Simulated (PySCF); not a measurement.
**RuOF₂: relaxation and vibrations of the singlet**

Aim: relax RuOF₂ as a singlet from a trigonal pyramidal start, check by its vibrations whether the end is a minimum, and collect its spectrum and constants.

Method: B3LYP, basis Ru def2-SVP with ECP28, O def2-SVP, F def2-SVP, scalar-relativistic core potentials, no spin–orbit coupling, density fitting; program: PySCF 2.14.0.

## (1) Where the work starts

4 atoms, charge 0, spin multiplicity 1.

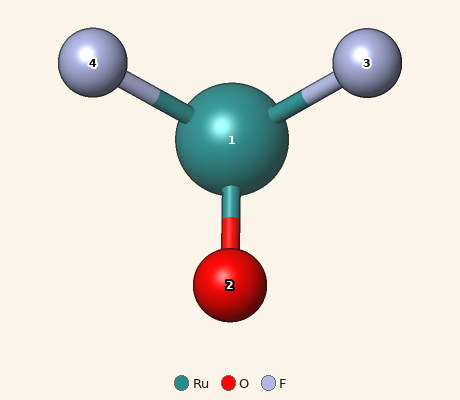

Start geometry, drawn with ruthenium teal, oxygen red, fluorine light blue; atoms are numbered from 1 in the order of the file.

Z-matrix (Å, degrees; charge 0 multiplicity 1):
```
Ru
O  1 1.7100
F  1 1.8900 2 99.75
F  1 1.8900 2 99.75 3 -101.77
```

## (2) Relaxation: trigonal pyramidal start, singlet

The steps below are one call of a driver around PySCF. For each, scf.py gives the equivalent set-up of the SCF; relaxations use the driver's own optimiser. Before each start the driver seeks the lowest SCF state from one or more starting densities and follows internal instabilities, so scf.py alone need not reach the same state.

The program finds Cs symmetry in the start, which this walk keeps. Threshold on the gradient: 0.0003 Eh/bohr, with a further test on the energy change.

Contents of scf.py:

```python
from pyscf import gto, scf, dft
mol = gto.M(atom='''
Ru    -0.024228    -0.041964    -0.298630
O     -0.779158    -1.349546     0.504170
F      1.644562    -0.041967     0.588670
F     -0.858630     1.403247     0.588670''',
    basis={'Ru': 'def2-SVP', 'O': 'def2-SVP', 'F': 'def2-SVP'},
    ecp={'Ru': 'def2-SVP'},
    charge=0, spin=0)
mf = dft.RKS(mol, xc='B3LYP')
mf.grids.atom_grid = (50, 194)
aux = {'Ru': 'def2-universal-JKFIT', 'O': 'def2-universal-JKFIT', 'F': 'def2-universal-JKFIT'}
mf = mf.density_fit(auxbasis=aux)
mf.kernel()
```

Energy and gradient, step by step:

```tsv
step	energy (Eh)	change (kJ/mol)	largest symmetric gradient (Eh/bohr)
0	-369.528002	0.00	0.08507
1	-369.560838	-86.21	0.06232
2	-369.592106	-168.31	0.03493
3	-369.601231	-192.26	0.01668
4	-369.601986	-194.25	0.00856
5	-369.602546	-195.72	0.00396
6	-369.602615	-195.90	0.00101
7	-369.602620	-195.91	0.00008
8	-369.602620	-195.91	0.00001
```

The walk ran for 8.2 s (4 threads, shared host).

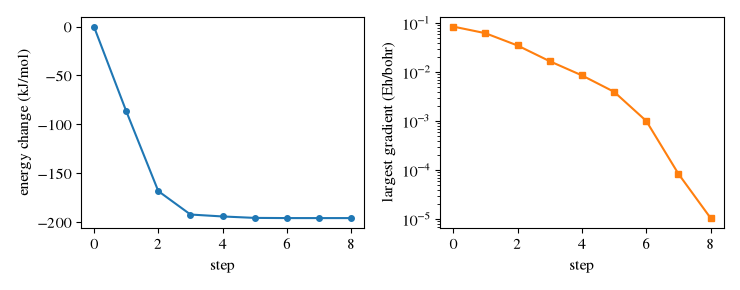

How energy and gradient fall.

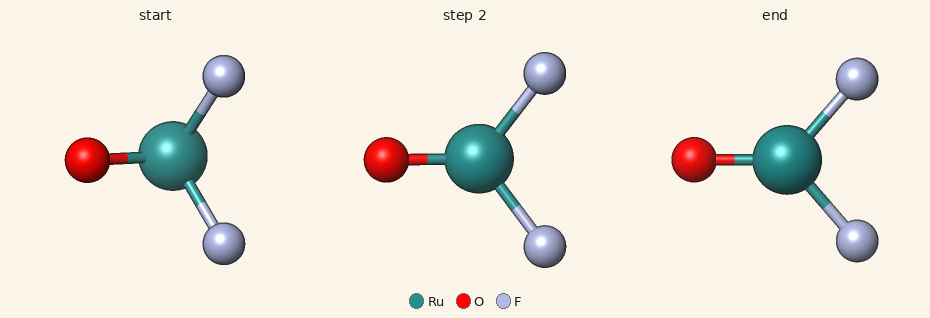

The geometry along the walk, at one scale.

It settles in C2v symmetry, 195.9 kJ/mol below the start, after 8 steps: Ru–F 1.844 Å (×2), Ru–O 1.600 Å; F–Ru–F 98.5°, F–Ru–O 130.8° (×2).

## (3) Hessian and properties

On the finer grid the gradient is checked again; gradients at displacements of ±0.01 bohr then give force constants and infrared intensities.

Edit scf.py of step 2 so:

```diff
@@ -3,4 +3,4 @@
-Ru    -0.024228    -0.041964    -0.298630
-O     -0.779158    -1.349546     0.504170
-F      1.644562    -0.041967     0.588670
-F     -0.858630     1.403247     0.588670''',
+Ru    -0.064486    -0.111693    -0.009554
+O     -0.862416    -1.493754    -0.127777
+F      1.745873     0.229827     0.079412
+F     -0.673905     1.626882     0.079412''',
@@ -11 +11 @@
-mf.grids.atom_grid = (50, 194)
+mf.grids.atom_grid = (75, 302)
```

The driver hands on the density of the step before, so the log starts near convergence.

Log of the central SCF (cycles and frontier levels):

```text
init E= -369.602615422603
  HOMO = -0.290322131591165  LUMO = -0.177472624058097  gap/eV = 3.07079
cycle= 1 E= -369.602615422083  delta_E= 5.19e-10  |g|= 5.72e-05  |ddm|= 5.51e-05
  HOMO = -0.290334363210048  LUMO = -0.177482397507379  gap/eV = 3.07086
cycle= 2 E= -369.602615417324  delta_E= 4.76e-09  |g|= 0.000169  |ddm|= 0.000144
  HOMO = -0.290324812046211  LUMO = -0.177475551826337  gap/eV = 3.07078
cycle= 3 E= -369.602615422526  delta_E= -5.2e-09  |g|= 3.19e-05  |ddm|= 0.000109
  HOMO = -0.290325219940603  LUMO = -0.177475263031337  gap/eV = 3.07080
cycle= 4 E= -369.602615422719  delta_E= -1.93e-10  |g|= 9.13e-07  |ddm|= 1.92e-05
  HOMO = -0.290325204385504  LUMO = -0.177475246553985  gap/eV = 3.07080
cycle= 5 E= -369.60261542272  delta_E= -1.36e-12  |g|= 1.09e-06  |ddm|= 6.58e-06
  HOMO = -0.290325187488818  LUMO = -0.177475225966433  gap/eV = 3.07080
Extra cycle  E= -369.60261542272  delta_E= 4.55e-13  |g|= 2.45e-06  |ddm|= 5.3e-06
converged SCF energy = -369.60261542272
```

The whole step took 18 s.

Geometry: C2v; Ru–F 1.844 Å (×2), Ru–O 1.600 Å; F–Ru–F 98.5°, F–Ru–O 130.8° (×2).

Modes, for the most abundant isotopes:

```csv
symmetry,ω (cm⁻¹),IR (km/mol),μ (u),type
a1,176,6.6,20.72,bend
b2,198,22.0,19.54,bend
b1,200,8.8,23.59,bend
b2,641,106,21.86,stretch
a1,673,69.5,20.76,stretch
a1,1123,169,18.02,stretch
```

No imaginary mode, so this is a minimum.

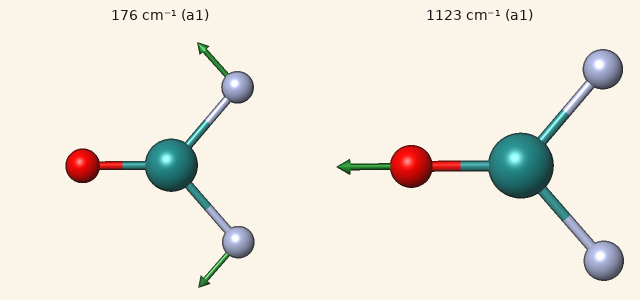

How the atoms move in 2 of the modes.

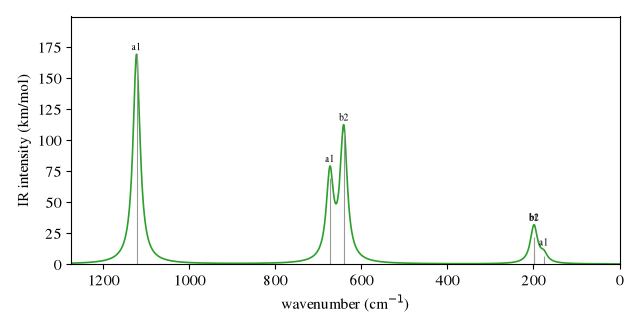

The harmonic infrared spectrum (widths in cm⁻¹). Lines are broadened to a width of 20 cm⁻¹ (Lorentzian).

Properties at this point:

| Quantity | Value |
| --- | --- |
| Dipole moment | 1.72 D |
| Highest occupied level | -7.90 eV |
| Lowest empty level | -4.83 eV |
| Rotational constants | 0.2273, 0.1804, 0.1006 cm⁻¹ |
| Zero-point energy | 18.0 kJ/mol |
| Principal polarisabilities | 24.3, 28.3, 39.3 bohr³ |
| Atomisation energy without zero-point energy | 1329 kJ/mol |
| Principal traceless quadrupole moments about the centre of mass | -2.02, -1.56, 3.57 D Å |
| Entropy at 298.15 K and 1 bar | 303.7 J/(mol K) |
| Heat capacity Cp at 298.15 K | 65.2 J/(mol K) |
| Enthalpy at 298.15 K above 0 K | 15.19 kJ/mol |
| Rotational symmetry number | 2 |

Populations by atom (charges in e):

```tsv
atom	Mulliken	Löwdin	polar tensor	Mayer order to Ru1
Ru1	0.94	0.23	1.76	–
O2	-0.27	0.04	-0.63	2.21
F3,4	-0.34	-0.14	-0.57	0.98
```

Outer orbital energies (eV). occupied: -13.11, -12.22, -11.79, -11.78, -11.69, -11.34, -7.94, -7.90; empty: -4.83, -4.09, -3.16, 0.08.

Mulliken populations on Ru1 (outside its core potential): s 2.41, p 6.33, d 6.28, f 0.04.

## (4) Stability of the closed shell

At the lowest minimum the closed shell is tested against spin polarisation, on the (50, 194) grid. It is unstable: an open-shell solution lies lower. That solution was not followed to a minimum here.

## (5) Summary of results

| quantity | value |
| --- | --- |
| minimum | singlet, C2v (closed shell, unstable towards spin polarisation) |
| geometry | Ru–F 1.844 Å (×2), Ru–O 1.600 Å; F–Ru–F 98.5°, F–Ru–O 130.8° (×2) |
| wavenumbers (cm⁻¹) | 176 (a1), 198 (b2), 200 (b1), 641 (b2), 673 (a1), 1123 (a1) |
| dipole moment | 1.72 D |
| highest occupied, lowest empty level | -7.90, -4.83 eV |
| polar-tensor charge of Ru1 | +1.76 e |
| zero-point energy | 18.0 kJ/mol |

In words: The trigonal pyramidal start (Cs) ends in a minimum of C2v symmetry. The strongest infrared band lies at 1123 cm⁻¹ (a1, stretch). Other starts or spin states, not run here, may lie lower. Spin polarisation would lower this closed shell, so its numbers describe a constrained state.

The search up to here took 30 s.
